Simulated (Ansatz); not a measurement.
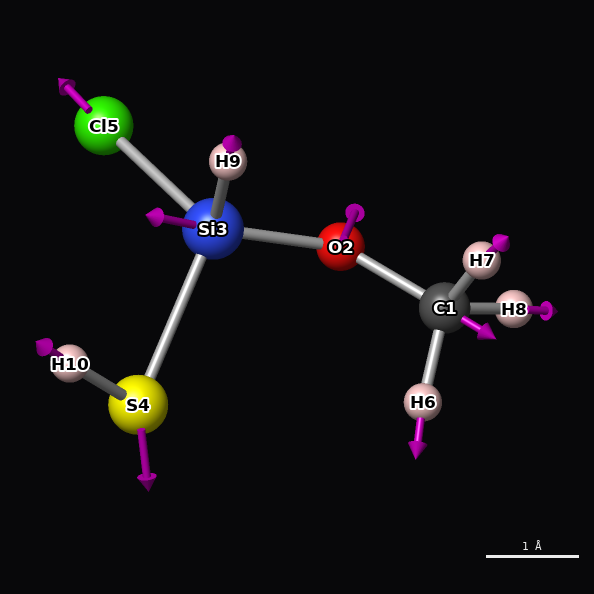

Arrows show the forces on the atoms, 2 Å of arrow for 1 eV/Å; forces under a tenth of the largest aren't drawn. Level of theory: PBE-D4/def2-TZVPP (Ansatz 0.2.0).

### On which atom is the force largest, and how large is it?

On O2: 0.51 eV/Å.

### Which bond do the forces act along most?

O2–Si3, now 1.624 Å: the forces push its atoms apart, so a first step downhill lengthens it.

List the force components in the frame of the picture (x right, y up, z towards the viewer), in eV/Å.

| atom | Fx | Fy | Fz |
| --- | --- | --- | --- |
| C1 | 0.18 | −0.11 | 0.09 |
| O2 | 0.07 | 0.18 | −0.47 |
| Si3 | −0.26 | 0.05 | 0.27 |
| S4 | 0.04 | −0.34 | −0.14 |
| Cl5 | −0.17 | 0.18 | −0.19 |
| H6 | −0.03 | −0.23 | 0.07 |
| H7 | 0.10 | 0.09 | 0.19 |
| H8 | 0.17 | −0.01 | −0.16 |
| H9 | 0.02 | 0.10 | 0.16 |
| H10 | −0.14 | 0.09 | 0.19 |
